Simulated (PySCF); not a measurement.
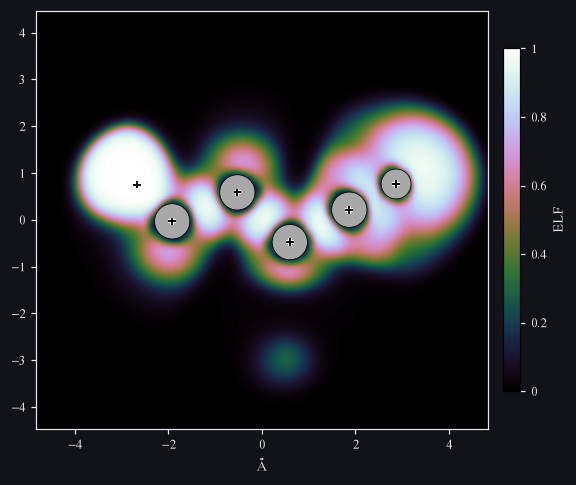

The electron localisation function on a plane through atoms (crosses mark nuclei in the plane; grey discs cover the cores).

Theory: PBE0/pcSseg-1, SCF density, gas phase, non-relativistic (PySCF).

Candidates:
A. C9H9O2P (SMILES CP(c1ccco1)c1ccco1)
B. C3H12BP (SMILES [BH3-][P+](C)(C)C)
C. C6H9NO (SMILES CC[C@](C)(C#N)C=O)

Which candidate gave the map?

Candidate C: C6H9NO on the plane of atoms C1, C2 and C3, which holds C, N and H. C–N (1.14 Å): the ELF peaks at about 0.85 between the atoms (a multiple bond). C–C (1.45 Å): the ELF peaks at about 0.95 between the atoms (a covalent bond).
